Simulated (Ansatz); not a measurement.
# triplet CSe at 6 levels

Aim: a comparison of 6 runs (U-r2SCAN0/STO-3G, UBHLYP/STO-3G, USVWN5/STO-3G, UCCSDT/STO-3G, UCCSD/STO-3G, UCCSD(T)/STO-3G) of triplet CSe. 

The calculation is run with Ansatz 0.2.0.

47 further runs of the same task are left out: 17 that didn't finish, 30 set aside as unsound or not needed.

**1. Starting point**

CSe: 2 atoms, total charge 0, spin state triplet. SMILES of the parent species: `[C][Se]`. The shape is that of a PBE0-D4/def2-TZVP optimisation. That shape belongs to the parent species and isn't relaxed for this state.

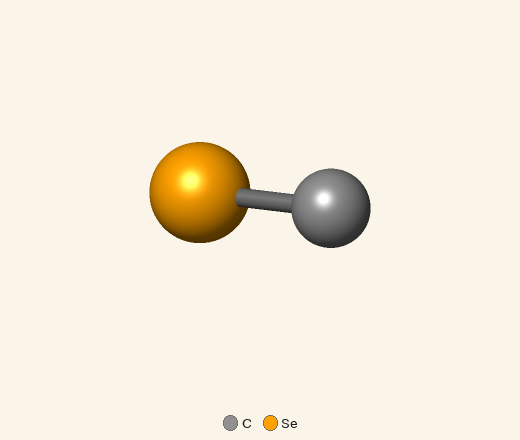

Viewed from a chosen angle; carbon grey, selenium orange.

**2. A single-point energy at U-r2SCAN0/STO-3G (run 1)**

File job.yaml:

```yaml
crystal:
  periodic: [false, false, false]
  atoms:
    - symbol: C
      position_ang: [0.000000, 0.000000, -0.008520]
    - symbol: Se
      position_ang: [-0.000000, -0.000000, 1.662780]
basis:
  gaussian: {orbitals: STO-3G}
hamiltonian: {xc: {name: r2SCAN0}}
accuracy: high
magnetization: {spin_polarized: true, initial_magnetization: 2}
```

Run with:

```
$ ansatz run job.yaml --threads 1 --pin off --max-ram 3480MiB --events-out events.jsonl --progress --plain --runs-dir runs
```

The log of the run:

```text
Warning: RAYON_NUM_THREADS=1 ignored (pool sized by the plan → 1); use --threads N
Functional definition: r2SCAN0
  name "r2SCAN0"
  parameter a = 0.25
  parameter k0 = 0.174
  parameter k1 = 0.065
  parameter a1 = 4.9479
  exchange = (1 - a)*r2scan_x(k0 = k0, k1 = k1, a1 = a1) + a*exact_x
  correlation = r2scan_c
300 factors; integrals over basis functions are off by at most 1.0e-8 eV
mean field evaluation 1: about -65644.8152 eV, gradient 4.4e0 eV
mean field evaluation 2: about -65645.1171 eV, gradient 3.7e0 eV
mean field evaluation 4: about -65645.3076 eV, gradient 7.4e-1 eV
mean field evaluation 8: about -65645.3434 eV, gradient 2.1e-2 eV
mean field evaluation 16: about -65645.3434 eV, gradient 1.1e-6 eV
mean field -65645.34343354 eV, -2412.4218751708 hartree, gradient 2.6e-8 eV, S^2 2.128305; 0 other end points of the search recorded, 0 dependent functions left out
reference -65645.34343386 eV, -2412.4218751824 hartree; 21, 19 occupied and 2, 4 virtual orbitals, 300 factors
Total energy: -65645.34343386 eV, -2412.4218751824 hartree
```

Run time: 1.9 s. Hardware: 1 thread of Intel Xeon 6975P-C (Granite Rapids), shared host; peak memory 0.2 GiB.

**3. A single-point energy at UBHLYP/STO-3G (run 2)**

File job.yaml:

```yaml
crystal:
  periodic: [false, false, false]
  atoms:
    - {symbol: C, position_ang: [0.000000, 0.000000, -0.008520]}
    - {symbol: Se, position_ang: [-0.000000, -0.000000, 1.662780]}
basis:
  gaussian: {orbitals: STO-3G}
magnetization: {spin_polarized: true, initial_magnetization: 2}
hamiltonian: {xc: {name: BHLYP}}
accuracy: high
```

Run with:

```
$ ansatz run job.yaml --threads 1 --pin off --max-ram 3480MiB --events-out events.jsonl --progress --plain --runs-dir runs
```

The log of the run:

```text
Warning: RAYON_NUM_THREADS=1 ignored (pool sized by the plan → 1); use --threads N
Functional definition: BHLYP
  name "BHLYP"
  parameter a = 0.5
  exchange = (1 - a)*b88_x + a*exact_x
  correlation = lyp_c
300 factors; integrals over basis functions are off by at most 1.0e-8 eV
mean field evaluation 1: about -65643.3118 eV, gradient 6.0e0 eV
mean field evaluation 2: about -65643.4125 eV, gradient 6.8e0 eV
mean field evaluation 4: about -65643.8609 eV, gradient 6.3e-1 eV
mean field evaluation 8: about -65643.9212 eV, gradient 5.6e-2 eV
mean field evaluation 16: about -65643.9212 eV, gradient 6.7e-6 eV
mean field -65643.92121166 eV, -2412.3696094806 hartree, gradient 5.2e-8 eV, S^2 2.101627; 0 other end points of the search recorded, 0 dependent functions left out
reference -65643.92122530 eV, -2412.3696099819 hartree; 21, 19 occupied and 2, 4 virtual orbitals, 300 factors
Total energy: -65643.92122530 eV, -2412.3696099819 hartree
```

It took 0.74 s on 1 thread of Intel Xeon 6975P-C (Granite Rapids), shared host.

Runs 3 to 5 aren't shown in full; the table further down has their settings and results.

**4. The energy at UCCSD(T)/STO-3G (run 6)**

File in.yaml:

```yaml
crystal:
  periodic: [false, false, false]
  atoms:
    - {symbol: C, position_ang: [0.000000, 0.000000, -0.008520]}
    - {symbol: Se, position_ang: [-0.000000, -0.000000, 1.662780]}
basis:
  gaussian: {orbitals: STO-3G}
magnetization: {spin_polarized: true, initial_magnetization: 2}
correlation: {method: ccsd_t, frozen_orbitals: {C: 1, Se: 9}}
accuracy: high
scf: {omitted_lower_state_checks: [cluster_reference, increment]}
```

Run with:

```
$ ansatz run in.yaml --threads 1 --pin off --max-ram 3480MiB --events-out events.jsonl --progress --plain --runs-dir runs
```

The log of the run (excerpt; [...] marks lines left out):

```text
Warning: RAYON_NUM_THREADS=1 ignored (pool sized by the plan → 1); use --threads N
Functional definition: HF
  name "HF"
[...]
300 factors; integrals over basis functions are off by at most 1.0e-8 eV
[...]
mean field -65601.00886361 eV, -2410.7926097768 hartree, gradient 2.7e-8 eV, S^2 2.563087; 7 other end points of the search recorded, 0 dependent functions left out
10 core orbitals not correlated: weight in the atoms' cores, before any rotation towards them, 1.000 or more for the frozen orbitals, at most 0.000 for the correlated occupied ones
reference -65601.00886361 eV, -2410.7926097768 hartree; 11, 9 occupied and 2, 4 virtual orbitals, 300 factors
second order -0.89108294 eV of doubles, -0.00000000 eV of singles
cycle   1  -1.09543643 eV  change   -2.0e-1 eV  update   7.3e-2
[...]
cycle  30  -1.77466497 eV  change   8.4e-10 eV  update  5.6e-10
perturbative correction -0.02070059 eV, -0.0007607325 hartree
Total energy: -65602.80422916 eV, -2410.8585882440 hartree
Checks for a lower state left out: cluster_reference, increment
```

Wall time 0.64 s (1 thread of Intel Xeon 6975P-C (Granite Rapids), shared host).

**5. The series**

```tsv
run	level	frozen core orbitals	energy (Eh)	⟨S²⟩	wall time
1	U-r2SCAN0/STO-3G	–	-2412.421875	2.128	1.9 s
2	UBHLYP/STO-3G	–	-2412.369610	2.102	0.74 s
3	USVWN5/STO-3G	–	-2408.297392	2.034	0.98 s
4	UCCSDT/STO-3G	10	-2410.859243	2.563	1.1 s
5	UCCSD/STO-3G	10	-2410.857828	2.563	0.62 s
6	UCCSD(T)/STO-3G	10	-2410.858588	2.563	0.64 s
```

**6. What came out**

```
                                           quantity           value
                                run 6: total energy  -2410.85859 Eh
run 6: correlation energy (10 core orbitals frozen)       -66.0 mEh
                              run 6: (T) correction       -0.76 mEh
           run 6: ⟨S²⟩ of the reference determinant           2.563
                               run 6: T1 diagnostic           0.054
```

Totals of different functionals can't be ranked against each other. In runs 1, 2, 3, 4, 5, 6 the basis is minimal, so the values are rough. Spin contamination of the reference: run 4 ⟨S²⟩ = 2.56, run 5 ⟨S²⟩ = 2.56, run 6 ⟨S²⟩ = 2.56, run 1 ⟨S²⟩ = 2.13, run 2 ⟨S²⟩ = 2.10. All runs together took 6 s, the longest 1.9 s.
